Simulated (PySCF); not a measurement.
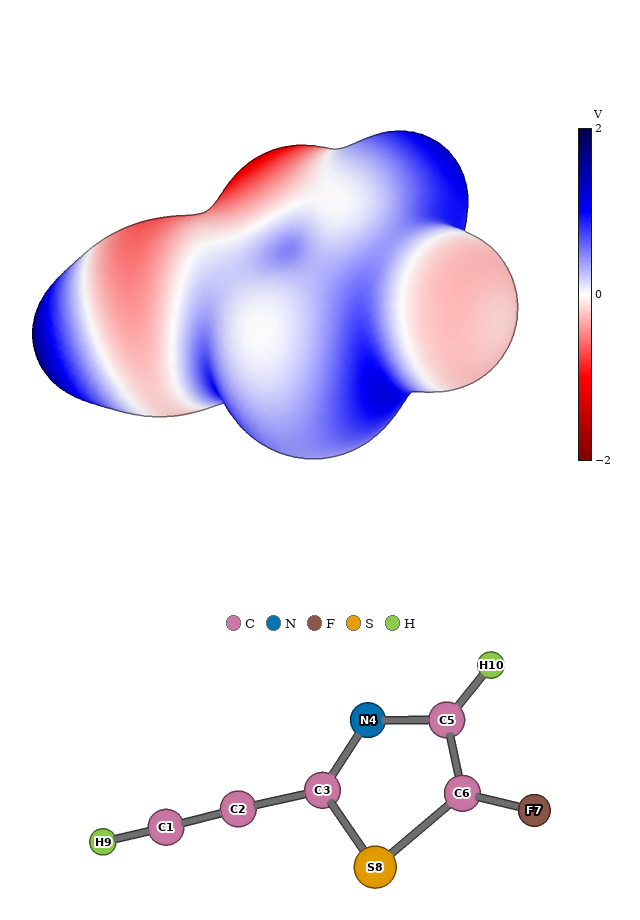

Figure. C5H2FNS. The molecular electrostatic potential painted on the density surface at 0.002 e/bohr³, seen at a tilt; red is negative and blue positive. The bare structure is drawn below in the same view.

Geometry: GFN2-xTB.

The calculation used PySCF, PBE0/pcSseg-1, SCF density, gas phase, non-relativistic.

```xyz
10

C     3.0614    0.1080    0.1975
C     1.8639    0.0386    0.1207
C     0.4695    0.0047    0.0288
N    -0.2586   -1.0574    0.0183
C    -1.5726   -0.7891   -0.0790
C    -1.8640    0.5397   -0.1455
F    -3.0708    1.0858   -0.2436
S    -0.4413    1.5211   -0.0866
H     4.1078    0.1442    0.2651
H    -2.2865   -1.5910   -0.0984
```

Q: Describe the electrostatic potential map.

A: The most negative region (about −1.6 V, or −37 kcal/mol for a unit charge) lies over N4, the most positive (about +1.8 V, or +42 kcal/mol for a unit charge) over H9. N4 is the likeliest acceptor of a hydrogen bond.

Q: What dipole moment does the calculation give?

A: Its dipole moment is 1.11 D.
